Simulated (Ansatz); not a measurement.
# C₆H₈O: what the fields show

The calculation's input:

```
crystal:
  periodic: [false, false, false]
  atoms:
    - {symbol: C, position_ang: [0.571826, -3.061473, 1.389974]}
    - {symbol: C, position_ang: [0.731721, -1.817271, 0.960708]}
    - {symbol: C, position_ang: [1.573524, -0.675047, 0.666604]}
    - {symbol: C, position_ang: [0.053932, -0.601049, 0.448785]}
    - {symbol: C, position_ang: [-0.734181, 0.219588, 1.434568]}
    - {symbol: C, position_ang: [-2.165050, 0.506081, 1.048936]}
    - {symbol: O, position_ang: [-0.246101, 0.610223, 2.475002]}
    - {symbol: H, position_ang: [-0.418527, -3.524524, 1.437916]}
    - {symbol: H, position_ang: [1.431511, -3.658806, 1.710002]}
    - {symbol: H, position_ang: [1.929762, -0.076095, 1.515133]}
    - {symbol: H, position_ang: [2.215995, -0.689160, -0.221288]}
    - {symbol: H, position_ang: [-0.335707, -0.640680, -0.576619]}
    - {symbol: H, position_ang: [-2.698564, -0.436021, 0.840435]}
    - {symbol: H, position_ang: [-2.190887, 1.095957, 0.117298]}
    - {symbol: H, position_ang: [-2.670059, 1.057631, 1.852110]}
basis:
  gaussian:
    orbitals: def2-SVPD
magnetization:
  spin_polarized: false
  initial_magnetization: 0
hamiltonian:
  xc: pbe0
output:
  forces: true
  orbitals: {seedname: orbitals}
```

Launched as:

```sh
ansatz run input.yaml --threads 2 --pin off --max-ram 5220MiB --events-out events.jsonl --progress --plain --runs-dir runs
```

Geometry: r2SCAN-D4/def2-SVP.

All numbers below come from Ansatz, isolated molecule in a Gaussian basis; Kohn-Sham density functional theory, functional PBE0.

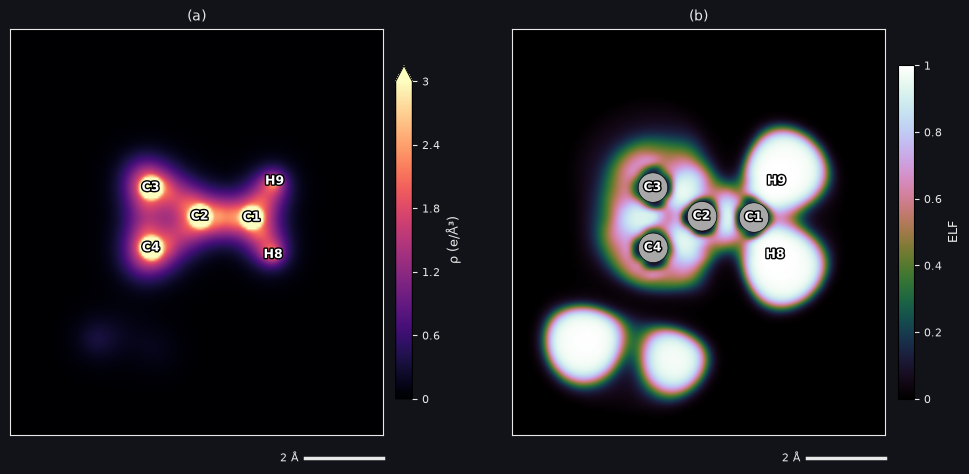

Figure 1. (a) electron density; (b) electron localisation function on the plane of atoms C3, C2 and C4. Grey discs cover the atomic cores in the ELF map.

### What does the map show?

Atoms in the plane: C and H. C–C (1.33 Å): ρ is about 2.3 e/Å³ halfway; the ELF peaks at about 0.90 between the atoms; a multiple bond. C–H (1.09 Å): ρ at the midpoint is about 2 e/Å³; the ELF climbs to about 1 towards the hydrogen, as it does in any bond to H: an ordinary covalent bond to hydrogen. C–C (1.45 Å): the density is about 1.8 e/Å³ at the midpoint; the ELF peaks at about 0.90 between the atoms (localised, covalent bonding). C–C (1.48 Å): ρ at the midpoint is about 1.6 e/Å³; the ELF peaks at about 0.85 between the atoms; a covalent bond.

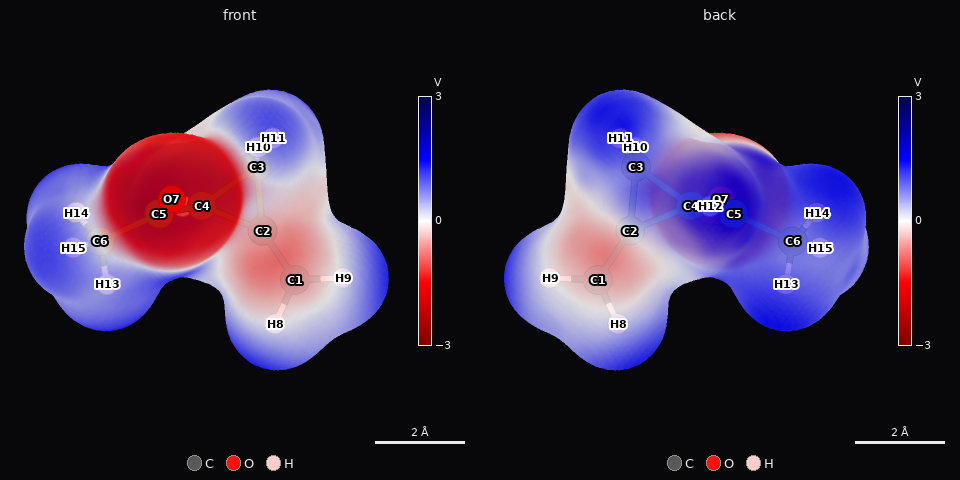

Figure 2. The electrostatic potential painted on the density surface at 0.004 e/bohr³, seen from the front and from behind; the colour scale runs from red (negative) to blue (positive).

### Where is the surface potential most negative and most positive?

The most negative region (about −2.0 V) lies over O7, the most positive (about +1.5 V) over H12 and H14. O7 is the likeliest acceptor of a hydrogen bond.

### How polar is the molecule by this calculation?

Its dipole moment is 2.87 D.

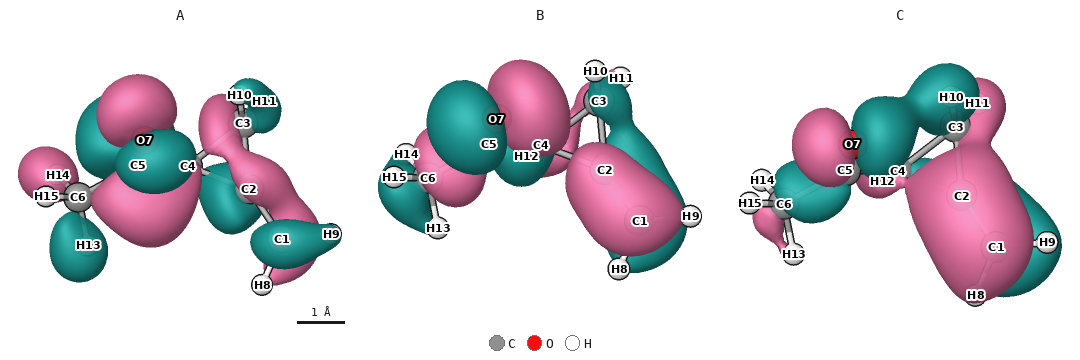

Figure 3. Three frontier orbitals at ±0.08 Å⁻³ᐟ² (teal and pink are the two phases), in no order.

### Order the three orbitals by energy and name them.

C is the HOMO−1 (−7.94 eV). It lies mainly on C1 (about 30 %), C2 (about 25 %) and O7 (about 15 %). B is the HOMO (−7.23 eV). It lies mainly on O7 (about 45 %), C1 (about 15 %), C2 (about 10 %), C5 (about 10 %), C4 (about 10 %) and C6 (about 5 %). A is the LUMO (−0.65 eV). It lies mainly on C5 (about 35 %), O7 (about 25 %), C2 (about 5 %) and C4 (about 5 %).

### What is the HOMO–LUMO gap?

6.58 eV between the orbital energies.
